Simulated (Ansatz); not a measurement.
Computed energy over volume and axial ratio: Co (hcp, Mg type)

Co (hcp, Mg type)

```xyz
2
Lattice="2.4939 0.0000 0.0000 -1.2470 2.1598 0.0000 0.0000 0.0000 4.0317" Properties=species:S:1:pos:R:3 pbc="T T T"
Co     0.0000     1.4399     3.0238
Co     1.2470     0.7199     1.0079
```

Grid over V/V₀ and (c/a)/(c/a)₀, subscript 0 meaning the relaxed cell; the conventional c axis lies along z; no internal relaxation.

Level of theory: PBE (plane waves to 420 eV, PAW, scalar-relativistic; Ansatz, an electronic-structure program). k mesh 21×21×12 (Γ-centred), Fermi-Dirac smearing 0.05 eV. Energies are smeared free energies. With partly filled bands, the response to shear is sensitive to the k mesh, so small differences along c/a are uncertain. Co was relaxed with its symmetry unable to fall. Relaxed Co ends ferromagnetic. The PAW data are Ansatz's earlier set. Other magnetic orders were not checked, so this need not be the ground state. The zero of ΔE is the relaxed starting cell.

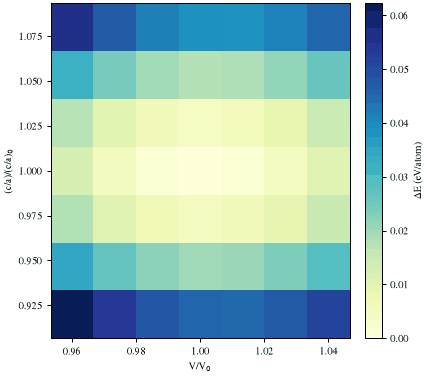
*ΔE (eV/atom) over the 7×7 grid of computed points.*

The modulus against c/a change at fixed volume, (3/4V)·∂²E/∂(ln c/a)² (fit, atoms clamped) comes out as 150 GPa. Highest place on the grid: V/V₀ = 0.960, (c/a)/(c/a)₀ = 0.920 (62 meV/atom). Lowest place on the grid: V/V₀ = 1.000, (c/a)/(c/a)₀ = 1.000 (0 meV/atom).

Near the relaxed cell σzz − σxx = −2Cδ (compression positive), C being this modulus and δ the logarithm of the ratio.

(A scan under strain: stresses follow from slopes of the energy per volume, elastic moduli from its curvatures.)
